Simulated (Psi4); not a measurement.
# [OF2]+ (SMILES F[O+]F): UCCSD(T)/def2-SVP (sweep point 4)

What is the vertical ionisation energy of [OF2]+ at UCCSD(T)/def2-SVP (sweep point 4)? 

The results are computed with Psi4 1.11.

4 further runs of the same task are left out: 4 set aside as unsound or not needed.

### 1 Starting point

[OF2]+ has 3 atoms, charge +1, and is taken as a doublet. SMILES: `F[O+]F`. Geometry: relaxed at GFN2-xTB.

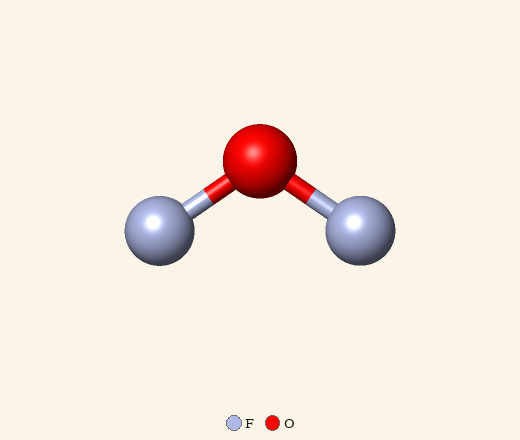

Viewed from a chosen angle; fluorine light blue, oxygen red.

### 2 A single-point energy at UCCSD(T)/def2-SVP (sweep point 4)

The input, f2o.in:

```
memory 1600 mb

molecule geom {
  1 2
  F      0.928320    -0.299370     0.478940
  O      0.000600     0.484920     0.053430
  F     -0.928920    -0.185540    -0.532380
  symmetry c1
}

set {
  basis           def2-SVP
  reference       uhf
  puream          true
  scf_type        pk
  num_frozen_docc 3
  d_convergence   1e-05
  e_convergence   1e-05
  maxiter         150
}

e_tot = energy('ccsd(t)')
```

The run is started by

```
$ psi4 -i f2o.in -o f2o.out -n 1
```

f2o.out:

```text
[...]
  Running in c1 symmetry.
[...]
  Nuclear repulsion =   79.441141796696542
[...]
  Multiplicity = 2
[...]
  Nalpha       = 13
  Nbeta        = 12
[...]
    Number of basis functions: 42
[...]
   @UHF iter   1:  -272.52223684915754    3.65844e-01   1.80446e-02 DIIS/ADIIS
[...]
   @UHF iter  11:  -272.75539843094020   -2.04494e-06   6.53877e-06 DIIS
[...]
   @S^2 Observed:                7.825895019E-01
[...]
    Orbital Energies [Eh]
    ---------------------
    Alpha Occupied:
       1A    -26.822973     2A    -26.822880     3A    -21.344048
       4A     -2.286201     5A     -2.069286     6A     -1.695295
       7A     -1.372344     8A     -1.285748     9A     -1.277092
      10A     -1.152285    11A     -1.094450    12A     -1.070397
      13A     -1.049410
    Alpha Virtual:
      14A     -0.197772    15A     -0.126828    16A      0.620230
      17A      0.652809    18A      0.710404    19A      0.734828
      20A      0.979650    21A      1.055592    22A      1.059137
      23A      1.092316    24A      1.118481    25A      1.230942
[...]
  @UHF Final Energy:  -272.75539843094020
   => Energetics <=
    Nuclear Repulsion Energy =             79.4411417966965416
    One-Electron Energy =                -527.3310963384803927
    Two-Electron Energy =                 175.1345561108436186
    Total Energy =                       -272.7553984309402040
  UHF NO Occupations:
  HONO-2 :   11  A 1.9941400
  HONO-1 :   12  A 1.9922883
[...]
 Multipole Moments:
 ------------------------------------------------------------------------------------
     Multipole            Electronic (a.u.)      Nuclear  (a.u.)        Total (a.u.)
 ------------------------------------------------------------------------------------
 L = 1.  Multiply by 2.5417464519 to convert [e a0] to [Debye]
 Dipole X            :         -0.0049976            0.0222006            0.0172030
 Dipole Y            :         -0.0917566            0.4108900            0.3191334
 Dipole Z            :         -0.0000000            0.0000000           -0.0000000
 Magnitude           :                                                    0.3195967
[...]
      * MP2 total energy                      = -273.299141025987808
[...]
      * CCSD total energy                     = -273.326569905640440
[...]
      * CCSD(T) total energy                     = -273.344215365678394
[...]
```

Wall time 5.1 s (1 thread of Intel Xeon 6975P-C (Granite Rapids), shared host); peak memory 0.21 GiB.

### 3 Singlet [OF2]2+

The input, f2o.dat:

```
memory 1.6 GB

molecule mol {
  2 1
  F      0.928320    -0.299370     0.478940
  O      0.000600     0.484920     0.053430
  F     -0.928920    -0.185540    -0.532380
  units angstrom
  symmetry c1
}

set basis def2-SVP
set puream true
set scf_type pk
set num_frozen_docc 3
set d_convergence 1e-05
set e_convergence 1e-05

result, w = energy('ccsd(t)', return_wfn=True)
```

The run is started by

```
$ psi4 -n 1 f2o.dat f2o.out
```

f2o.out:

```text
[...]
  Running in c1 symmetry.
[...]
  Nuclear repulsion =   79.441141796696542
[...]
  Multiplicity = 1
[...]
  Nalpha       = 12
  Nbeta        = 12
[...]
    Number of basis functions: 42
[...]
   @RHF iter   1:  -271.28887492203449    1.59921e+00   2.55206e-02 DIIS/ADIIS
[...]
   @RHF iter  10:  -271.74851125188815   -1.87545e-07   4.34652e-06 DIIS
[...]
    Orbital Energies [Eh]
    ---------------------
    Doubly Occupied:
       1A    -27.309045     2A    -27.308933     3A    -21.864677
       4A     -2.701492     5A     -2.499678     6A     -2.073427
       7A     -1.713520     8A     -1.708073     9A     -1.628295
      10A     -1.528079    11A     -1.502204    12A     -1.480114
[...]
  @RHF Final Energy:  -271.74851125188815
   => Energetics <=
    Nuclear Repulsion Energy =             79.4411417966965416
    One-Electron Energy =                -515.7442794220970654
    Two-Electron Energy =                 164.5546263735123489
    Total Energy =                       -271.7485112518881465
[...]
 Multipole Moments:
 ------------------------------------------------------------------------------------
     Multipole            Electronic (a.u.)      Nuclear  (a.u.)        Total (a.u.)
 ------------------------------------------------------------------------------------
 L = 1.  Multiply by 2.5417464519 to convert [e a0] to [Debye]
 Dipole X            :         -0.0016075            0.0222006            0.0205931
 Dipole Y            :         -0.0284968            0.4108900            0.3823932
 Dipole Z            :         -0.0000000            0.0000000           -0.0000000
 Magnitude           :                                                    0.3829473
[...]
      * MP2 total energy                      = -272.399087462824355
[...]
      * CCSD total energy                     = -272.400072954822974
[...]
      * CCSD(T) total energy                  = -272.441720898411859
[...]
```

Wall time 3 s (1 thread of Intel Xeon 6975P-C (Granite Rapids), shared host); peak memory 0.2 GiB.

### 4 Outcome

At UCCSD(T)/def2-SVP (sweep point 4), 3 core orbitals frozen:

```
                                                                  quantity          value
                                              doublet [OF2]+: total energy  -273.34422 Eh
doublet [OF2]+: HOMO energy (Hartree–Fock orbitals) (highest over α and β)      -28.56 eV
 doublet [OF2]+: LUMO energy (Hartree–Fock orbitals) (lowest over α and β)      -10.03 eV
               doublet [OF2]+: correlation energy (3 core orbitals frozen)     -588.8 mEh
                                            doublet [OF2]+: (T) correction     -17.65 mEh
                         doublet [OF2]+: ⟨S²⟩ of the reference determinant          0.783
                                             doublet [OF2]+: T1 diagnostic          0.059
                                             singlet [OF2]2+: total energy  -272.44172 Eh
                      singlet [OF2]2+: HOMO energy (Hartree–Fock orbitals)      -40.28 eV
                      singlet [OF2]2+: LUMO energy (Hartree–Fock orbitals)      -25.14 eV
                    singlet [OF2]2+: HOMO–LUMO gap (Hartree–Fock orbitals)       15.14 eV
              singlet [OF2]2+: correlation energy (3 core orbitals frozen)     -693.2 mEh
                                           singlet [OF2]2+: (T) correction     -41.65 mEh
                                            singlet [OF2]2+: T1 diagnostic          0.060
                      vertical ionisation energy (to the singlet dication)      24.558 eV
```

In words: The vertical ionisation energy comes to 24.56 eV (2369 kJ/mol). Only the singlet of the ionised species was computed; a triplet could lie lower. The T1 diagnostic (doublet [OF2]+) of 0.059 is above the customary mark for such species, so a single reference may not serve. The triples (doublet [OF2]+) make up 3.0 % of the correlation energy. The T1 diagnostic (singlet [OF2]2+) of 0.060 is above the customary mark for such species, so a single reference may not serve. The triples (singlet [OF2]2+) make up 6.0 % of the correlation energy.
